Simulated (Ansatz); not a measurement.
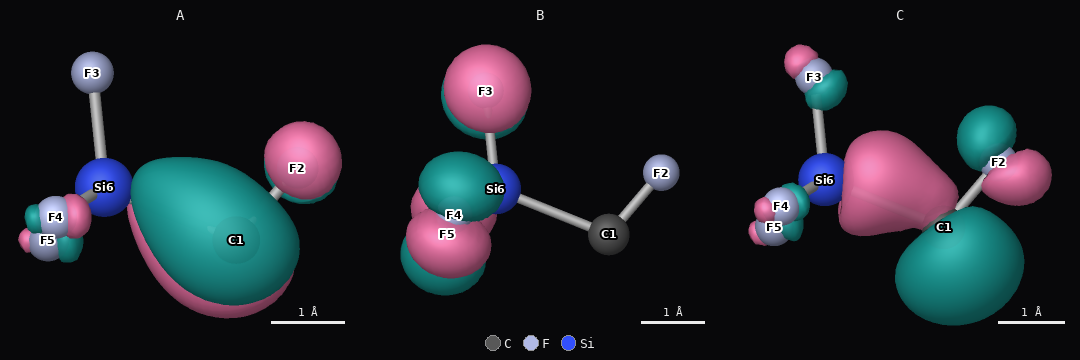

CF4Si (SMILES F[C+]=[Si-](F)(F)F). Three frontier orbitals at ±0.15 Å⁻³ᐟ² (teal and pink are the two phases), in no order.

Geometry: B3LYP/6-31G*.

Level of theory: isolated molecule in a Gaussian basis; Kohn-Sham density functional theory, functional PBE0 in Ansatz 0.2.0.

```json
{"atom": "C", "x (Å)": "-0.7285", "y (Å)": "-2.2677", "z (Å)": "-2.3539"}
{"atom": "F", "x (Å)": "-0.2289", "y (Å)": "-1.3720", "z (Å)": "-3.1757"}
{"atom": "F", "x (Å)": "1.1486", "y (Å)": "-0.8216", "z (Å)": "-0.4358"}
{"atom": "F", "x (Å)": "0.7897", "y (Å)": "-3.3703", "z (Å)": "-0.1969"}
{"atom": "F", "x (Å)": "-1.1155", "y (Å)": "-1.7238", "z (Å)": "0.4255"}
{"atom": "Si", "x (Å)": "0.0811", "y (Å)": "-1.9984", "z (Å)": "-0.5900"}
```

> Order the three orbitals by energy and name them.

B is the HOMO−1 (−12.61 eV). By Hirshfeld shares it lies mainly on F3 (about 35 %), F4 (about 30 %) and F5 (about 30 %); largely a combination of lone pairs on F3, F4 and F5. C is the HOMO (−7.49 eV). By Hirshfeld shares it lies mainly on C1 (about 65 %), Si6 (about 15 %) and F2 (about 15 %). A is the LUMO (−4.04 eV). Its weight (Hirshfeld) is mainly on C1 (about 65 %) and F2 (about 15 %).

> What is the HOMO–LUMO gap?

3.45 eV between the orbital energies.
